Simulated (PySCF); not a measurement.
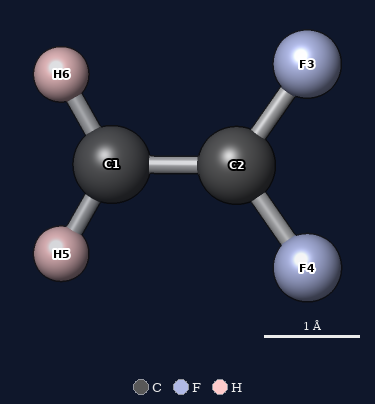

**Figure 1.** The input geometry of run 1 (ball-and-stick view, seen on its broad side; atoms are numbered from 1 in the order of the input). Bond lengths as drawn: C–C 1.32 Å, C–F 1.31 Å and C–H 1.09 Å.

# Two runs on C2H2F2

System: C2H2F2 (Ethene, 1,1-difluoro-), SMILES C=C(F)F.
Method of run 1: TDDFT HF/def2-SVPD, vertical, gas phase, core orbitals frozen in the response (PySCF 2.14.0).

The geometry comes from this level: PBE0-D3(BJ)/def2-SVP. Text and figures count atoms from 1; the logs count them from 0 in places.

**The input, run 1**
```
{"job": {"kind": "uv", "xc": "HF", "basis": "def2-SVPD", "ip": true}, "charge": 0, "multiplicity": 1}
C      0.739325    -0.038446    -0.085812
C     -0.576858     0.002528     0.048003
F     -1.355620    -1.047900     0.134049
F     -1.292905     1.098380     0.113876
H      1.303426     0.890029    -0.149165
H      1.245752    -1.000610    -0.130231
```

The first line tells a small driver script what to run in PySCF; the rest is the geometry in Å.

Command:
```bash
OMP_NUM_THREADS=1 python <driver script> task.json out
```

Hardware: 1 CPU thread, shared host.

**Output (run 1)**
```
final grid: 56368 points
cycle   1  E = -275.4370104647  dE =  7.217e-01  |g| = 6.744e-01  |ddm| = 2.842e+00
cycle   2  E = -275.5128421127  dE = -7.583e-02  |g| = 3.700e-01  |ddm| = 9.787e-01
cycle   3  E = -275.5375239542  dE = -2.468e-02  |g| = 5.303e-02  |ddm| = 4.114e-01
cycle   4  E = -275.5385690353  dE = -1.045e-03  |g| = 1.506e-02  |ddm| = 9.675e-02
cycle   5  E = -275.5386621142  dE = -9.308e-05  |g| = 5.162e-03  |ddm| = 2.842e-02
cycle   6  E = -275.5386768719  dE = -1.476e-05  |g| = 1.586e-03  |ddm| = 1.403e-02
cycle   7  E = -275.5386787216  dE = -1.850e-06  |g| = 7.532e-04  |ddm| = 4.183e-03
cycle   8  E = -275.5386789904  dE = -2.688e-07  |g| = 1.533e-04  |ddm| = 2.007e-03
cycle   9  E = -275.5386790065  dE = -1.607e-08  |g| = 4.132e-05  |ddm| = 4.732e-04
cycle  10  E = -275.5386790076  dE = -1.071e-09  |g| = 9.285e-06  |ddm| = 1.263e-04
cycle  11  E = -275.5386790076  dE = -5.480e-11  |g| = 1.357e-06  |ddm| = 2.860e-05
converged SCF energy = -275.5386790076

Static polarisability (au): isotropic 26.388, principal 20.218 24.196 34.748

Singlet excitations
state   eV       nm        f      main configurations
  1   7.9377    156.2   0.07249   H->L 0.92
  2   8.2234    150.8   0.43882   H->L+2 0.93
  3   9.1529    135.5   0.00000   H->L+4 0.68, H->L+16 0.12, H->L+13 0.09
  4   9.2134    134.6   0.00003   H->L+1 0.90
  5  10.5485    117.5   0.00000   H->L+3 0.75, H->L+4 0.09
  6  10.6563    116.3   0.02397   H->L+5 0.56, H->L+7 0.20, H->L+9 0.14
  7  10.9169    113.6   0.01211   H->L+6 0.92
  8  11.5381    107.5   0.11087   H->L+7 0.49, H->L+5 0.27
  9  11.9151    104.1   0.00000   H-1->L+2 0.85
 10  12.0238    103.1   0.04375   H->L+8 0.82, H->L+11 0.15

Triplet excitations (Tamm-Dancoff, eV): 4.0843 7.4666 8.7208 8.9847
Vertical ionisation energy (delta-SCF) = 9.4525 eV
```

Run 2 used a changed input.

**The two runs side by side**

```tsv
quantity	run 1	run 2
outcome	converged	converged
total energy (hartree)	−275.538679	−276.593258
HOMO (eV)	−10.74	−7.82
LUMO (eV)	2.56	0.32
dipole moment (D)	1.51	1.26
lowest excitation (eV)	7.94	7.21
SCF iterations	11	14
strongest computed line (eV)	8.22	7.94
basis functions	102	102
wall time (shared host)	1.6 s	7 s
```

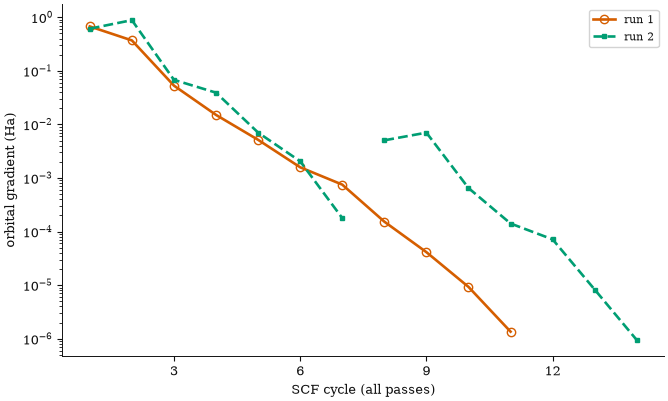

**Figure 2.** Convergence of the two runs: orbital gradient against the SCF cycle. A break in a curve parts two SCF passes (coarse and final grid). Run 1 takes 11 cycles in all, and run 2 takes 14.

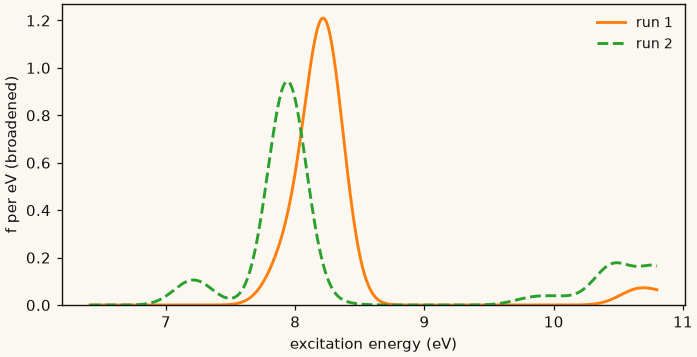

**Figure 3.** Absorption of the two runs from their computed states, each broadened by a Gaussian of 0.35 eV full width; the range ends where the shorter list of states ends.

Which change of the input explains these differences?

The change (lines with − go, lines with + come):
```diff
-"xc": "HF"
+"xc": "PBE0"
```

The total energies belong to different methods, so their difference says nothing on which is more stable or more accurate. The HOMO goes from −10.74 to −7.82 eV. The LUMO goes from 2.56 to 0.32 eV. The dipole moment goes from 1.51 to 1.26 D. The lowest excitation goes from 7.94 to 7.21 eV. The strongest computed line goes from 8.22 to 7.94 eV. The method changes from HF to PBE0. The SCF takes 14 iterations against 11.

**Output (run 2)**
```
coarse grid: 5584 points
cycle   1  E = -276.4832682725  dE =  5.675e-01  |g| = 6.125e-01  |ddm| = 2.961e+00
cycle   2  E = -276.4004527576  dE =  8.282e-02  |g| = 8.841e-01  |ddm| = 1.204e+00
cycle   3  E = -276.5549439346  dE = -1.545e-01  |g| = 6.793e-02  |ddm| = 7.685e-01
cycle   4  E = -276.5558848126  dE = -9.409e-04  |g| = 3.917e-02  |ddm| = 1.113e-01
cycle   5  E = -276.5561888280  dE = -3.040e-04  |g| = 7.046e-03  |ddm| = 3.376e-02
cycle   6  E = -276.5561991945  dE = -1.037e-05  |g| = 2.052e-03  |ddm| = 8.955e-03
cycle   7  E = -276.5562002203  dE = -1.026e-06  |g| = 1.788e-04  |ddm| = 1.993e-03
final grid: 56368 points
cycle   8  E = -276.5932529164  dE = -1.590e-05  |g| = 5.052e-03  |ddm| = 3.888e-02
cycle   9  E = -276.5932489132  dE =  4.003e-06  |g| = 7.024e-03  |ddm| = 9.758e-03
cycle  10  E = -276.5932581025  dE = -9.189e-06  |g| = 6.503e-04  |ddm| = 5.416e-03
cycle  11  E = -276.5932581943  dE = -9.179e-08  |g| = 1.415e-04  |ddm| = 7.561e-04
cycle  12  E = -276.5932581977  dE = -3.356e-09  |g| = 7.156e-05  |ddm| = 1.867e-04
cycle  13  E = -276.5932581989  dE = -1.257e-09  |g| = 8.271e-06  |ddm| = 7.574e-05
cycle  14  E = -276.5932581989  dE = -1.575e-11  |g| = 9.456e-07  |ddm| = 1.075e-05
converged SCF energy = -276.5932581989

Static polarisability (au): isotropic 27.670, principal 20.876 26.342 35.792

Singlet excitations
state   eV       nm        f      main configurations
  1   7.2122    171.9   0.03934   H->L+1 0.99
  2   7.9386    156.2   0.35121   H->L 0.95
  3   8.3138    149.1   0.00315   H->L+2 0.99
  4   8.5197    145.5   0.00000   H->L+3 0.98
  5   9.5026    130.5   0.00000   H->L+4 0.98
  6   9.8336    126.1   0.01044   H->L+6 0.95
  7  10.0682    123.1   0.00944   H->L+5 0.98
  8  10.1989    121.6   0.00000   H-1->L 0.99
  9  10.4565    118.6   0.06123   H->L+7 0.76, H-2->L 0.19
 10  10.7985    114.8   0.05701   H-2->L 0.79, H->L+7 0.20

Triplet excitations (Tamm-Dancoff, eV): 4.6322 6.9340 8.1400 8.1533
Vertical ionisation energy (delta-SCF) = 10.4545 eV
```
